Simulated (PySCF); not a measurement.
# C8H11PSi: what the fields show

```json
{"atom": "Si", "x (Å)": "3.5097", "y (Å)": "-0.1209", "z (Å)": "0.9611"}
{"atom": "C", "x (Å)": "1.8959", "y (Å)": "-0.7063", "z (Å)": "0.1712"}
{"atom": "P", "x (Å)": "1.7686", "y (Å)": "-0.6886", "z (Å)": "-1.6805"}
{"atom": "C", "x (Å)": "0.9467", "y (Å)": "0.3354", "z (Å)": "-0.3554"}
{"atom": "C", "x (Å)": "-0.5099", "y (Å)": "0.2800", "z (Å)": "-0.1427"}
{"atom": "C", "x (Å)": "-1.2438", "y (Å)": "1.4644", "z (Å)": "-0.1743"}
{"atom": "C", "x (Å)": "-2.6109", "y (Å)": "1.4564", "z (Å)": "0.0268"}
{"atom": "C", "x (Å)": "-3.2737", "y (Å)": "0.2644", "z (Å)": "0.2654"}
{"atom": "C", "x (Å)": "-2.5570", "y (Å)": "-0.9197", "z (Å)": "0.2958"}
{"atom": "C", "x (Å)": "-1.1901", "y (Å)": "-0.9121", "z (Å)": "0.0924"}
{"atom": "H", "x (Å)": "3.1700", "y (Å)": "0.5858", "z (Å)": "2.2001"}
{"atom": "H", "x (Å)": "4.1948", "y (Å)": "0.7871", "z (Å)": "0.0413"}
{"atom": "H", "x (Å)": "4.3354", "y (Å)": "-1.2937", "z (Å)": "1.2462"}
{"atom": "H", "x (Å)": "1.4320", "y (Å)": "-1.5676", "z (Å)": "0.6399"}
{"atom": "H", "x (Å)": "0.7388", "y (Å)": "-1.6376", "z (Å)": "-1.7551"}
{"atom": "H", "x (Å)": "1.3356", "y (Å)": "1.3522", "z (Å)": "-0.3416"}
{"atom": "H", "x (Å)": "-0.7326", "y (Å)": "2.3989", "z (Å)": "-0.3589"}
{"atom": "H", "x (Å)": "-3.1608", "y (Å)": "2.3857", "z (Å)": "-0.0015"}
{"atom": "H", "x (Å)": "-4.3414", "y (Å)": "0.2577", "z (Å)": "0.4265"}
{"atom": "H", "x (Å)": "-3.0658", "y (Å)": "-1.8551", "z (Å)": "0.4793"}
{"atom": "H", "x (Å)": "-0.6506", "y (Å)": "-1.8493", "z (Å)": "0.1183"}
```

Geometry: GFN2-xTB.

Level of theory: PySCF, PBE0/pcSseg-1, SCF density, gas phase, non-relativistic.

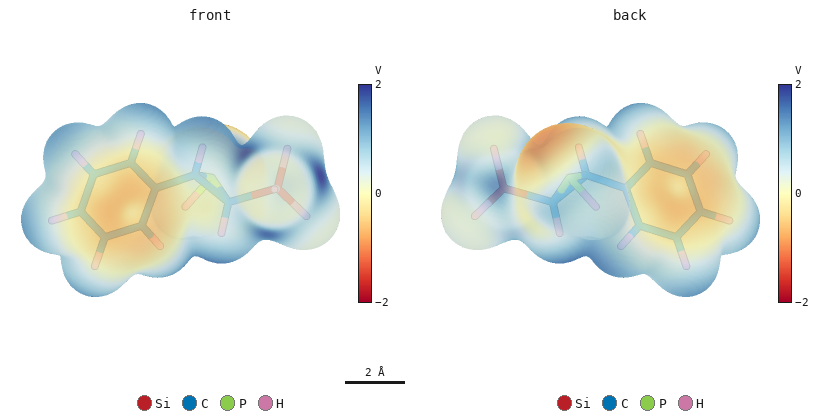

Figure 1. The molecular electrostatic potential painted on the density surface at 0.004 e/bohr³, seen from the front and from behind; the colour scale runs from red (negative) to blue (positive).

### Which sites attract a positive test charge, and which a negative one?

A positive charge is drawn to the negative regions and a negative charge to the positive ones. The most negative region (about −0.9 V) lies over P3, the most positive (about +1.8 V) over Si1.

### What dipole moment does the calculation give?

Its dipole moment is 1.07 D.

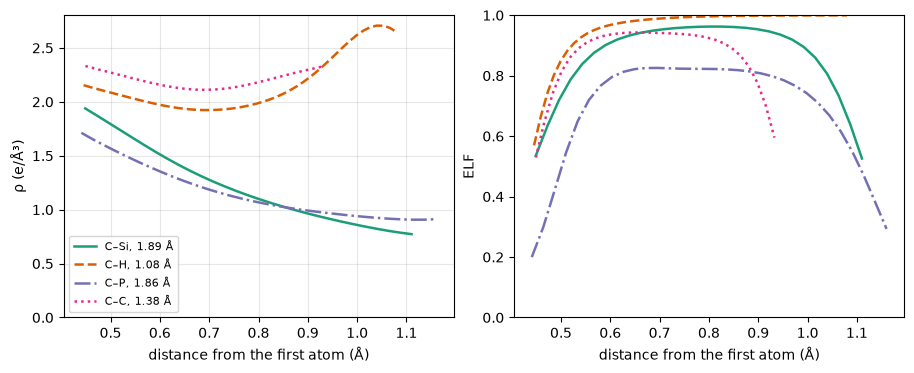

Figure 2. Electron density and electron localisation function along straight lines between neighbouring atoms. The curves leave out the atomic cores.

### Compare the contacts.

C–Si (1.89 Å): ρ is about 0.91 e/Å³ halfway; the ELF peaks at about 0.95 between the atoms, as expected for a shared electron pair.
C–H (1.08 Å): the density is about 2 e/Å³ at the midpoint; the ELF climbs to about 1 towards the hydrogen, as it does in any bond to H: an ordinary covalent bond to hydrogen.
C–P (1.86 Å): ρ is about 0.98 e/Å³ halfway; the ELF peaks at about 0.85 between the atoms (a shared electron pair).
C–C (1.38 Å): ρ at the midpoint is about 2.1 e/Å³; the ELF peaks at about 0.95 between the atoms: a covalent bond.
